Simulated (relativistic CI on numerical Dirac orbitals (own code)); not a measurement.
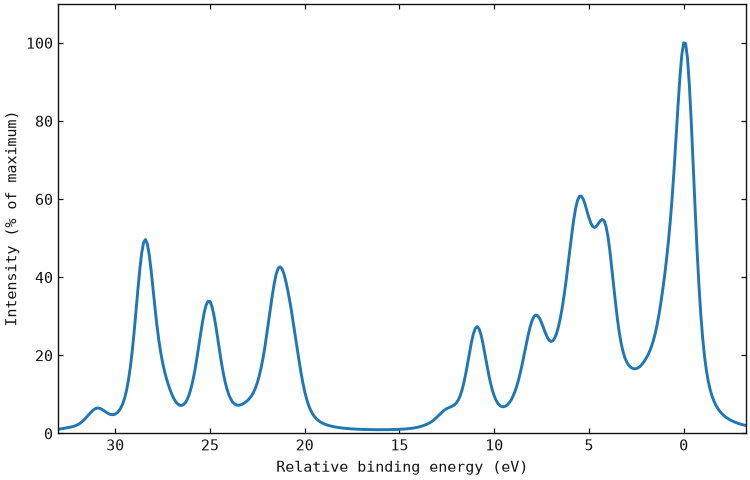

2p photoemission of nominal Cu³⁺ (d⁸) with U_dd = 6.6, U_pd = 7.7, 10Dq = −0.4 (ligand 0), V(eg) = 1, V(t2g) = −1.7 eV, final-state hopping scaled by 0.8. Charge-transfer multiplet model of a cubic metal–ligand cluster, up to 2 ligand holes (L), atomic integrals computed for Dirac–Coulomb–Breit ions and scaled by 0.9, 300 K, Voigt broadening (Lorentzian 0.6 eV, Gaussian 0.8 eV). Energies are counted from the highest peak in the lower part of the range.

Estimate the charge-transfer energy Δ and the make-up of the ground state.

Answer. Δ = 1.8 eV, below U_dd, on the charge-transfer side of the Zaanen–Sawatzky–Allen scheme. The ground state is 77 % d⁸, 22 % d⁹L and 1 % d¹⁰L², with 8.24 d electrons and S = 1.00. The main maxima lie at 0.0 eV (100), 4.3 eV (55), 5.4 eV (61), 7.8 eV (30), 10.9 eV (27), 21.3 eV (43), 25.1 eV (34) and 28.4 eV (50), heights in % of the largest. The features below about 16 eV belong to the 2p₃/₂ hole, those above mostly to the 2p₁/₂ hole.
